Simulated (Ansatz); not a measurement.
**Run report: AlPH$_{5}$O$_{2}$F, geometry relaxation (part 2 of 2)**

AlPH$_{5}$O$_{2}$F; RHF/6-31G* (Ansatz 0.2.0). It belongs to a series of runs on one base structure; here: end point A relaxed.

## Trajectory as extended XYZ, continued
```
10
Properties=species:S:1:pos:R:3:forces:R:3 step=7 energy=-22717.73793
Al    0.0708   -0.5869   -0.1660    0.0043  -0.0335   0.1116
F     0.0208   -1.2093    1.3517    0.0032   0.0344  -0.1020
O     1.5302   -0.4951   -0.9905   -0.0270   0.0208  -0.0037
H     2.3710   -0.7241   -0.6300    0.0418  -0.0293   0.0049
O    -1.3424   -0.0501   -0.8952   -0.0090   0.0071  -0.0084
H    -2.2030   -0.0864   -0.5099   -0.0109  -0.0098  -0.0005
P    -0.0671    3.0687    1.4324   -0.0147   0.0217  -0.0111
H     1.2894    3.1263    1.7782    0.0307   0.0064   0.0088
H     0.1508    2.7400    0.0862   -0.0111   0.0038  -0.0001
H    -0.2548    1.7491    1.8754   -0.0075  -0.0216   0.0004
10
Properties=species:S:1:pos:R:3:forces:R:3 step=10 energy=-22717.74042
Al    0.0793   -0.6112   -0.1556   -0.0118   0.0002  -0.0126
F     0.0035   -1.3449    1.3067    0.0024   0.0032  -0.0040
O     1.5505   -0.4750   -0.9540    0.0439  -0.0170   0.0332
H     2.3788   -0.7825   -0.6196   -0.0441   0.0178  -0.0218
O    -1.3215   -0.0160   -0.8663   -0.0057  -0.0050   0.0105
H    -2.1902   -0.0956   -0.5055    0.0154   0.0026  -0.0040
P    -0.0597    3.1119    1.4644    0.0279  -0.0232  -0.0336
H     1.3188    3.1204    1.7294   -0.0333  -0.0047  -0.0137
H     0.0630    2.8537    0.0901    0.0005   0.0118   0.0448
H    -0.2570    1.7716    1.8428    0.0049   0.0142   0.0012
10
Properties=species:S:1:pos:R:3:forces:R:3 step=13 energy=-22717.74093
Al    0.0765   -0.6083   -0.1486    0.0080  -0.0141   0.0179
F    -0.0216   -1.4032    1.2812    0.0017   0.0212  -0.0349
O     1.5620   -0.4339   -0.9129   -0.0266   0.0001   0.0099
H     2.3829   -0.7575   -0.5788    0.0170  -0.0027   0.0025
O    -1.3141    0.0099   -0.8595    0.0000  -0.0049   0.0057
H    -2.1868   -0.0837   -0.5124   -0.0009   0.0014  -0.0023
P    -0.0406    3.1041    1.4688    0.0171   0.0047  -0.0151
H     1.3509    3.0893    1.6496   -0.0218  -0.0051  -0.0071
H    -0.0060    2.8491    0.0905    0.0029   0.0062   0.0149
H    -0.2377    1.7666    1.8545    0.0025  -0.0067   0.0084
10
Properties=species:S:1:pos:R:3:forces:R:3 step=15 energy=-22717.74075 accepted=F
Al    0.0579   -0.5855   -0.1542    0.0291   0.0476  -0.0187
F    -0.0609   -1.3564    1.2857   -0.0068  -0.0110   0.0048
O     1.5641   -0.3756   -0.8698   -0.0135  -0.0298   0.0197
H     2.3837   -0.6746   -0.5079   -0.0424   0.0150  -0.0135
O    -1.3293   -0.0172   -0.9142    0.0229  -0.0199   0.0152
H    -2.2075   -0.1199   -0.5833    0.0137  -0.0014  -0.0090
P     0.0210    3.0857    1.4917    0.1191  -0.0640  -0.1386
H     1.4277    3.0185    1.5243   -0.1599  -0.0128  -0.0074
H    -0.1020    2.7898    0.1200    0.0158   0.0358   0.1623
H    -0.1892    1.7674    1.9400    0.0220   0.0404  -0.0148
10
Properties=species:S:1:pos:R:3:forces:R:3 step=18 energy=-22717.74268
Al    0.0608   -0.5726   -0.1550   -0.0158   0.0276  -0.0172
F    -0.0568   -1.2921    1.3117   -0.0064   0.0000  -0.0018
O     1.5645   -0.3932   -0.8817    0.0121  -0.0174   0.0129
H     2.3850   -0.6771   -0.5100   -0.0360   0.0124  -0.0134
O    -1.3274   -0.0353   -0.9365    0.0429  -0.0188   0.0233
H    -2.2058   -0.1280   -0.6033    0.0056  -0.0019  -0.0048
P     0.0311    3.0807    1.5090    0.0442  -0.0317  -0.0502
H     1.4325    2.9866    1.5068   -0.0556  -0.0012  -0.0058
H    -0.1293    2.8004    0.1419    0.0047   0.0158   0.0591
H    -0.1892    1.7629    1.9494    0.0042   0.0153  -0.0020
10
Properties=species:S:1:pos:R:3:forces:R:3 step=21 energy=-22717.74534
Al    0.0674   -0.5347   -0.1557    0.0024  -0.0454   0.0278
F    -0.0745   -1.1363    1.3640    0.0082   0.0435  -0.0749
O     1.5761   -0.4342   -0.8873    0.0348   0.0024   0.0598
H     2.3947   -0.6617   -0.4746   -0.0359   0.0014  -0.0271
O    -1.3032   -0.0606   -1.0026   -0.0189  -0.0033   0.0175
H    -2.1898   -0.1306   -0.6864    0.0088   0.0029  -0.0051
P     0.0817    3.0566    1.5654    0.0692  -0.0361  -0.0851
H     1.4600    2.8778    1.3527   -0.0820   0.0148   0.0086
H    -0.2952    2.8077    0.2336    0.0146   0.0143   0.0747
H    -0.1518    1.7485    2.0234   -0.0012   0.0055   0.0038
10
Properties=species:S:1:pos:R:3:forces:R:3 step=24 energy=-22717.74810
Al    0.0604   -0.5168   -0.1717   -0.0035   0.0182   0.0068
F    -0.1212   -1.0612    1.3632   -0.0027  -0.0049  -0.0095
O     1.5926   -0.4241   -0.8525   -0.0044  -0.0101   0.0021
H     2.3937   -0.6714   -0.4193    0.0029   0.0051  -0.0017
O    -1.2911   -0.0803   -1.0687    0.0051  -0.0108   0.0086
H    -2.1835   -0.1405   -0.7670    0.0029   0.0048  -0.0057
P     0.1327    3.0479    1.5980    0.0496  -0.0233  -0.1038
H     1.4640    2.8487    1.1912   -0.0854   0.0062   0.0283
H    -0.4351    2.7741    0.3393    0.0301   0.0058   0.0916
H    -0.0470    1.7559    2.1199    0.0053   0.0091  -0.0168
10
Properties=species:S:1:pos:R:3:forces:R:3 step=27 energy=-22717.74982
Al    0.0581   -0.4978   -0.1642   -0.0001   0.0037   0.0009
F    -0.1626   -1.0686    1.3562    0.0028   0.0042  -0.0152
O     1.6056   -0.4031   -0.8101   -0.0070  -0.0016   0.0111
H     2.3988   -0.6458   -0.3599   -0.0044  -0.0008  -0.0029
O    -1.2695   -0.0442   -1.0882    0.0040  -0.0059   0.0073
H    -2.1696   -0.0984   -0.8097    0.0045   0.0005  -0.0022
P     0.1650    3.0252    1.5838   -0.0150  -0.0124  -0.0135
H     1.4405    2.8064    1.0410   -0.0234  -0.0098   0.0003
H    -0.5422    2.7043    0.4128    0.0246   0.0075   0.0208
H     0.0415    1.7544    2.1707    0.0140   0.0146  -0.0066
```

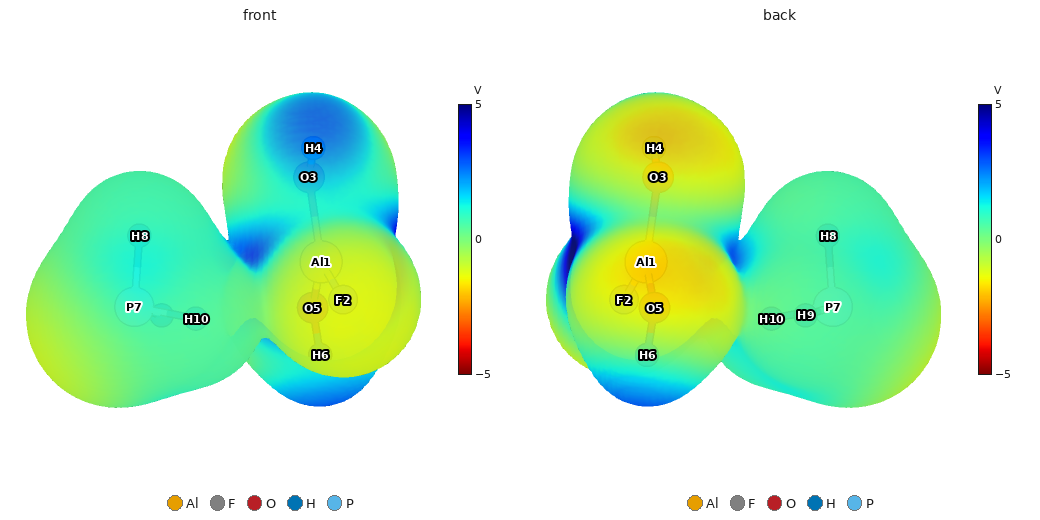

Fig. 1: The molecular electrostatic potential painted on the density surface at 0.002 e/bohr³, seen at a tilt and from behind; the colour scale runs from red (negative) to blue (positive).

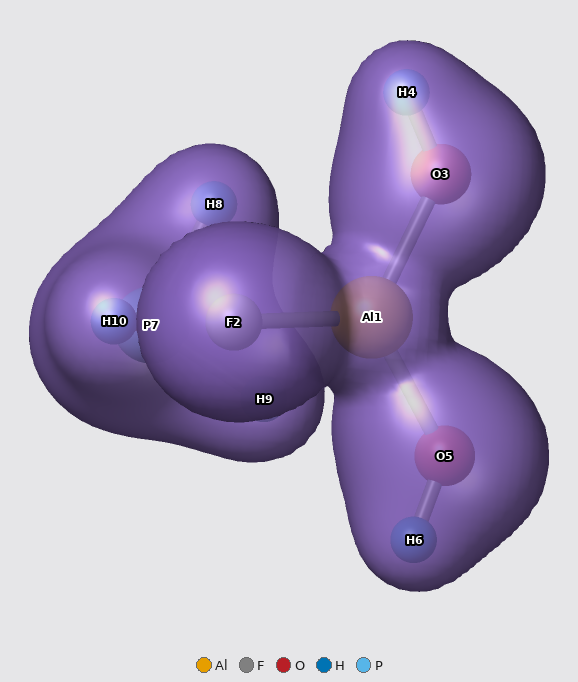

Fig. 2: Isosurface of the total electron density at 0.2 e/Å³ (purple), seen at an oblique angle. At this value the surface falls into two separate pieces. It is pinched off along the Al···P (3.93 Å) contacts. On the grid the lowest density along these lines, outside the cores, is 0.02 e/Å³ (Al···P, 3.93 Å), 0.75 e/Å³ (Al–F, 1.64 Å), 0.74 e/Å³ (Al–O, 1.68 Å) and 2.4 e/Å³ (O–H, 0.94 Å).

This output came from the following input.

## Input
```yaml
crystal:
  periodic: [false, false, false]
  atoms:
    - { symbol: Al, position_ang: [0.067478, -0.363086, -0.124638] }
    - { symbol: F, position_ang: [0.046768, -0.678839, 1.511791] }
    - { symbol: O, position_ang: [1.511195, -0.43422, -0.977082] }
    - { symbol: H, position_ang: [2.353942, -0.64716, -0.609426] }
    - { symbol: O, position_ang: [-1.378801, -0.035505, -0.913091] }
    - { symbol: H, position_ang: [-2.23605, -0.046912, -0.51729] }
    - { symbol: P, position_ang: [-0.100749, 2.780371, 1.371106] }
    - { symbol: H, position_ang: [1.222489, 2.990259, 1.792173] }
    - { symbol: H, position_ang: [0.229643, 2.54007, 0.023692] }
    - { symbol: H, position_ang: [-0.150415, 1.427422, 1.775164] }
basis:
  gaussian: { orbitals: "6-31G*" }
hamiltonian:
  xc: hf
relax:
  f_tol: 0.03
  max_steps: 50
output:
  orbitals: {}
```

Run as:
```bash
ansatz run input.yaml --threads 1 --pin off --max-ram 2048MiB --backend cpu --events-out ev --progress --plain --runs-dir out
```

## Results in brief

- outcome: converged
- total energy: −22717.7498 eV
- mean-field energy: −22717.7498 eV
- largest force (length of the vector) at the end: 0.033 eV/Å
- hardware: 1 thread of Arm Neoverse V2, 24 GiB of memory available, shared host
- wall time: 57 s
- peak memory: 0.17 GiB
